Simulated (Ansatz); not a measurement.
# C2H4InN (SMILES [CH3][InH][C]#N): what the fields show

Input

```
crystal:
  periodic: [false, false, false]
  atoms:
    - {symbol: C, position_ang: [-0.830804, 1.030880, -0.483845]}
    - {symbol: In, position_ang: [-0.108536, -0.566543, 0.727227]}
    - {symbol: C, position_ang: [1.775339, -1.343223, 0.045878]}
    - {symbol: N, position_ang: [2.787786, -1.743867, -0.338292]}
    - {symbol: H, position_ang: [-0.081077, 1.823371, -0.512060]}
    - {symbol: H, position_ang: [-1.770630, 1.432594, -0.108914]}
    - {symbol: H, position_ang: [-0.972739, 0.667115, -1.503100]}
    - {symbol: H, position_ang: [-0.707339, -1.357326, 2.117306]}
basis:
  gaussian: {orbitals: def2-TZVPP}
hamiltonian: {xc: pbe0, dispersion: d4}
output: {orbitals: {seedname: orbitals}}
```

Command:

```sh
ansatz run in.yaml --threads 2 --pin off --events-out ev --progress --plain --max-ram 32768MiB --backend cpu
```

Geometry: PBE0-D4/def2-TZVP; core potentials replace the inner electrons of In.

The calculation used RKS PBE0-D4/def2-TZVPP in Ansatz 0.2.0.

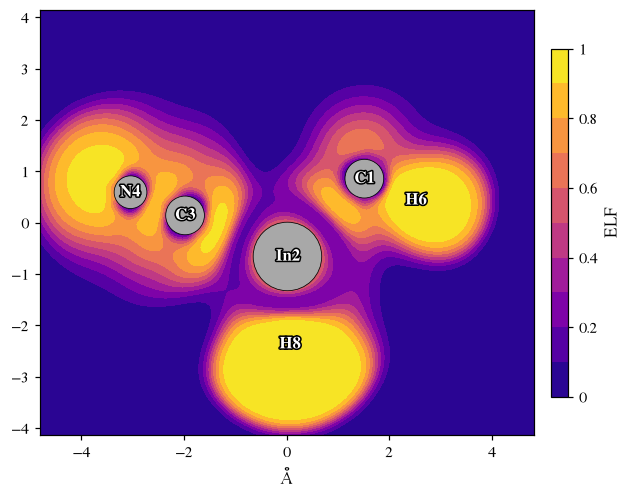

Figure 1. Electron localisation function on the plane of atoms C3, In2 and H8. Grey discs cover the atomic cores.

What do the fields say about this system?

Answer. The plane passes through C, In, N and H nuclei. C–N (1.15 Å): the ELF peaks at about 0.90 between the atoms: a multiple bond. C–In (2.13 Å): the ELF peaks at about 0.90 in the valence shell of C, 0.7 Å from its nucleus, and drops to about 0.20 between the two atoms. C–H (1.09 Å): the ELF climbs to about 1 towards the hydrogen, as it does in any bond to H: an ordinary covalent bond to hydrogen. In–H (1.71 Å): the ELF climbs to about 1 towards the hydrogen. The ELF also peaks beside N4, away from the bonds: lone-pair regions.

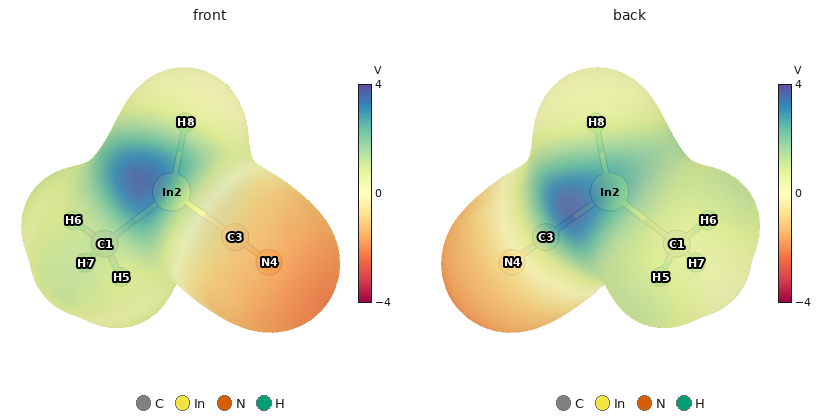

Figure 2. The molecular electrostatic potential painted on the density surface at 0.002 e/bohr³, seen from the front and from behind; red is negative and blue positive.

Where is the surface potential most negative and most positive?

Answer. The most negative region (about −2.1 V, or −48 kcal/mol for a unit charge) lies over N4, the most positive (about +3.6 V, or +83 kcal/mol for a unit charge) over In2. N4 is the likeliest acceptor of a hydrogen bond.

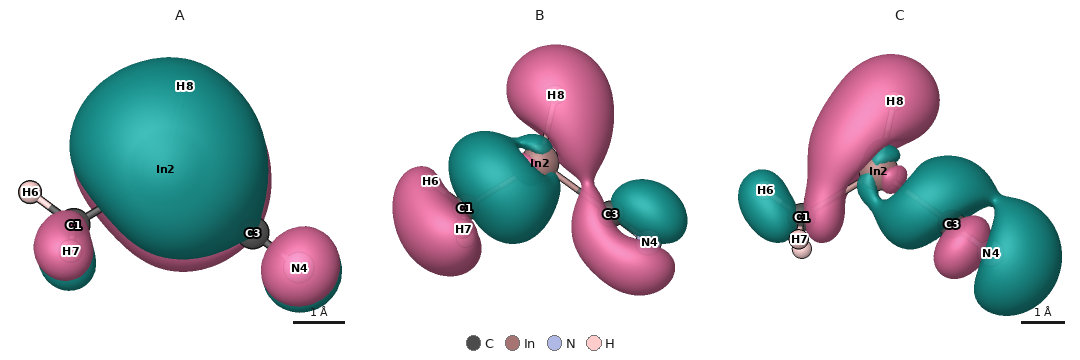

Figure 3. Three frontier orbitals at ±0.06 Å⁻³ᐟ² (teal and pink are the two phases), in no order.

Order the three orbitals by energy and name them.

Answer. C is the HOMO−1 (−9.09 eV). Its weight (Hirshfeld) is mainly on N4 (about 40 %), C3 (about 25 %), In2 (about 20 %) and H8 (about 10 %). B is the HOMO (−8.47 eV). Its weight (Hirshfeld) is mainly on C1 (about 35 %), In2 (about 25 %), H8 (about 15 %), N4 (about 10 %) and C3 (about 5 %). A is the LUMO (−2.23 eV). Its weight (Hirshfeld) is mainly on In2 (about 75 %), C3 (about 10 %) and N4 (about 5 %).

What is the HOMO–LUMO gap?

Answer. 6.24 eV between the orbital energies.

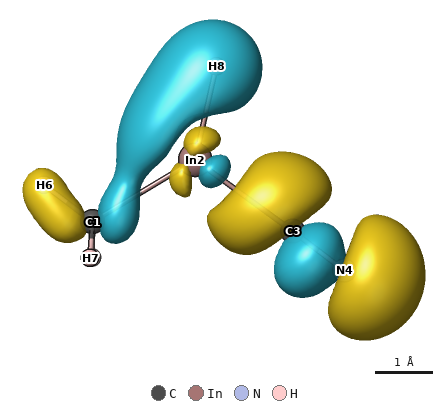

Figure 4. The HOMO−1 at ±0.1 Å⁻³ᐟ² (yellow and cyan are the two phases), seen across its widest extent.

Describe this orbital and give its energy.

Answer. Its weight (Hirshfeld) is mainly on N4 (about 40 %), C3 (about 25 %), In2 (about 20 %) and H8 (about 10 %). Its energy is −9.09 eV.
